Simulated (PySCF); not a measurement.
## Electronic structure of C₄H₃BFO (doublet) in real space

```yaml
atoms:
  - { symbol: F, position_ang: [2.7144, -0.8471, -0.8404] }
  - { symbol: B, position_ang: [2.1244, 0.0159, -0.0379] }
  - { symbol: C, position_ang: [0.5949, 0.0616, 0.0399] }
  - { symbol: C, position_ang: [-0.2477, 0.8527, 0.7830] }
  - { symbol: C, position_ang: [-1.5775, 0.5289, 0.5185] }
  - { symbol: C, position_ang: [-1.4823, -0.4795, -0.4068] }
  - { symbol: O, position_ang: [-0.2144, -0.7664, -0.6988] }
  - { symbol: H, position_ang: [2.8064, 0.7273, 0.5962] }
  - { symbol: H, position_ang: [-2.4655, 0.9581, 0.9316] }
  - { symbol: H, position_ang: [-2.2438, -1.0469, -0.9079] }
```

Geometry: GFN2-xTB.

Method: UKS B3LYP, pcH-1 on B C F H O, non-relativistic, mean-field spin-orbit, GIAO in PySCF 2.14.0, density-fitted response routines.

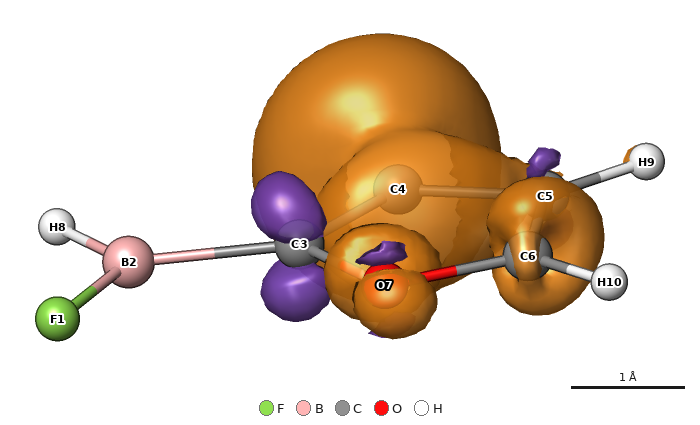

Figure 1. Isosurfaces of the spin density at +0.02 (orange) and −0.02 e/Å³ (purple), seen at an oblique angle.

**Where is the unpaired spin?**

The unpaired spin (1 electron) lies mostly on C4 (about 0.8), in electrons by Hirshfeld's partition.

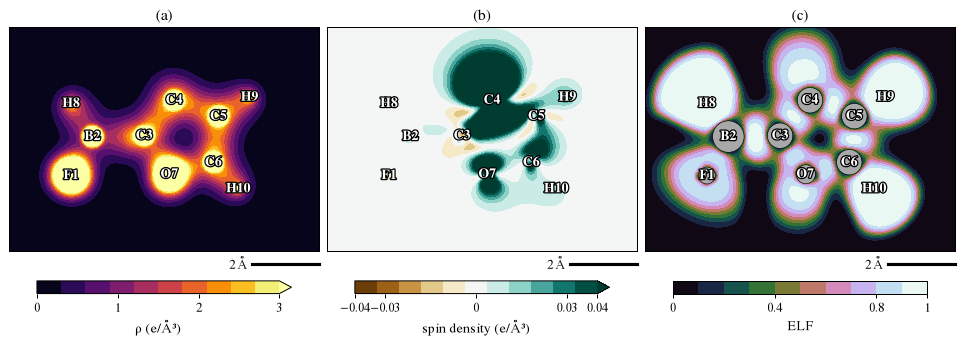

Figure 2. (a) electron density; (b) spin density (α minus β); (c) ELF on the molecular plane. Grey discs cover the atomic cores in the ELF map.

**Interpret the plot.**

- Atoms in the plane: F, B, C, O and H.
- B–F (1.32 Å): the density is about 2.2 e/Å³ at the midpoint; the ELF peaks at about 0.85 between the atoms (a shared but strongly polarised pair).
- C–O (1.33 Å): ρ at the midpoint is about 2.5 e/Å³; the ELF peaks at about 0.90 between the atoms (a polar covalent bond).
- C–C (1.37 Å): ρ at the midpoint is about 2.2 e/Å³; the ELF peaks at about 0.95 between the atoms (localised, covalent bonding).
- C–B (1.53 Å): the density is about 1.5 e/Å³ at the midpoint; the ELF peaks at about 1 between the atoms: localised, covalent bonding.
- C–H (1.07 Å): the density is about 2.1 e/Å³ at the midpoint; the ELF climbs to about 1 towards the hydrogen, as it does in any bond to H; a covalent bond by its length.
- The ELF also peaks beside O7, F1 and C4, away from the bonds: non-bonding electrons, paired or unpaired.

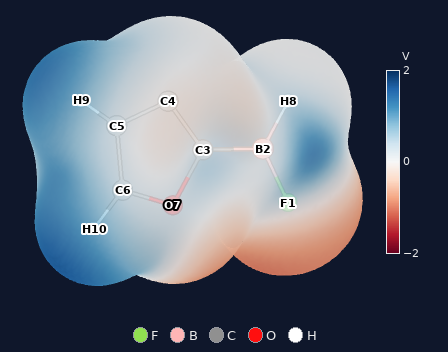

Figure 3. The electrostatic potential painted on the density surface at 0.002 e/bohr³, seen at a tilt; the colour scale runs from red (negative) to blue (positive).

**Which sites attract a positive test charge, and which a negative one?**

A positive charge is drawn to the negative regions and a negative charge to the positive ones. The most negative region (about −1.0 V) lies over F1, the most positive (about +1.6 V) over H10.
